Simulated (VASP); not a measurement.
Band structure of Al (fcc). Level of theory: PW91 GGA, VASP's PBE PAW potentials (set 64) (plane waves; VASP).

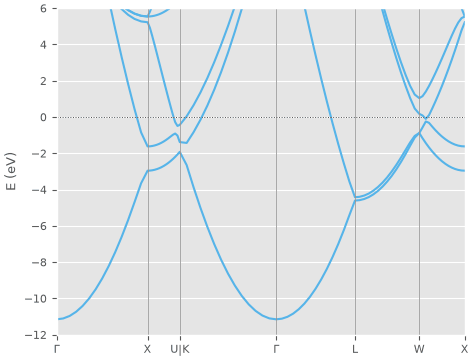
Fig. 1. Bands along high-symmetry lines, zero at the valence-band maximum or, without a gap, the Fermi level

Task: Read the plot: is there a gap, and where are the band edges?

Result: It has no gap at this level: it comes out as a metal or semimetal. (Edges off the drawn lines would not show.)

The compound is Al in the fcc structure. It was relaxed first.
